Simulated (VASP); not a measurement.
Band structure of Sr$_{3}$Li (space group I4/mmm). Level of theory: PBEsol GGA, VASP's PBE PAW potentials (set 64) (plane waves; VASP).

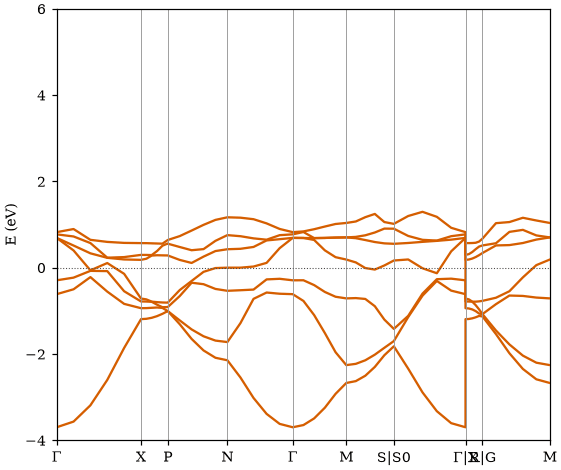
Figure. Bands along high-symmetry lines, zero at the valence-band maximum or, without a gap, the Fermi level

**Question.** Read the plot: is there a gap, and where are the band edges?

**Answer.** It has no gap at this level: it comes out as a metal or semimetal.

The structure was generated: Sr3Li was put into an ordered model structure, which need not be its known phase. The cell was not relaxed at this level. The k-mesh is coarse (spacing up to 0.33 per Å, 2π included), so the numbers may not be converged in it. The electron count is odd and the run is not spin-polarised, which forces a metal.
